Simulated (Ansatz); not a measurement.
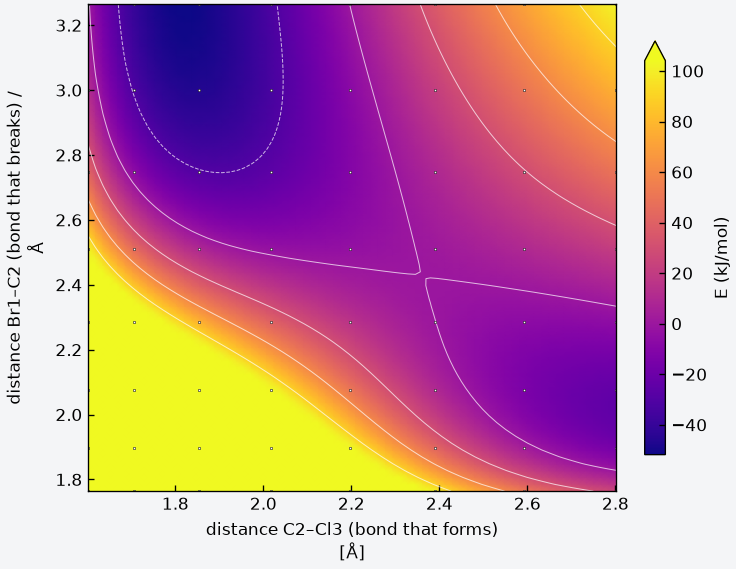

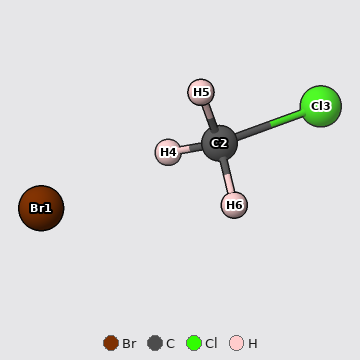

Energy landscape of the reacting system CH₃BrCl (fragments CH₃Br + Cl where the first distance is long, Br + CH₃Cl where the second is long), charge −1. First axis: distance C2–Cl3 (bond that forms). Second axis: distance Br1–C2 (bond that breaks). Relaxed at each point: all other coordinates. Grid: 8 × 8 points. Points are written as (first, second). Energies are in kJ/mol, from a guessed transition structure relaxed with its forming and breaking bonds held. The reference is spin-restricted, so regions where a bond is pulled apart into radicals lie too high. Method: Ansatz, RKS PBE0-D4/def2-SVPD.

The picture shows a smooth colour map with a few white contour lines, dots at the grid points, one colour for all values above the top of the scale. Between grid points the surface is interpolated. The second picture is the structure at the lowest point.

**Describe this landscape.**

The lowest grid point is at (1.853 Å, 3.264 Å), −51 kJ/mol from a guessed transition structure relaxed with its forming and breaking bonds held. It lies in a valley that leaves the map towards separated partners. The highest grid point, (1.602 Å, 1.764 Å), lies 775 kJ/mol above the lowest. On the interpolated surface the lowest path from the side where the first distance is long, about (2.80 Å, 2.02 Å), to the side where the second distance is long, about (1.82 Å, 3.26 Å), has its top at about (2.37 Å, 2.42 Å), about 25 kJ/mol above the start and 52 kJ/mol above the end.

The values on the grid:

```
second ↓, first →  1.602  1.707  1.853  2.018  2.198  2.390  2.592  2.802
            3.264      2    −40    −51    −32      0     36     71    102
            3.001     13    −31    −47    −33     −8     22     50     77
            2.749     43     −6    −29    −26    −10      9     29     50
            2.509    104     46     10     −3     −3      1     10     21
            2.284    211    138     79     41     16      0     −7     −6
            2.077    366    270    179    107     50     10    −13    −23
            1.896    554    433    305    196    107     43      4    −16
            1.764    724    588    434    295    182    101     52     26
```

Time for the 64 points that were run: 15 min on 1 thread of Arm Neoverse V1 (shared host).
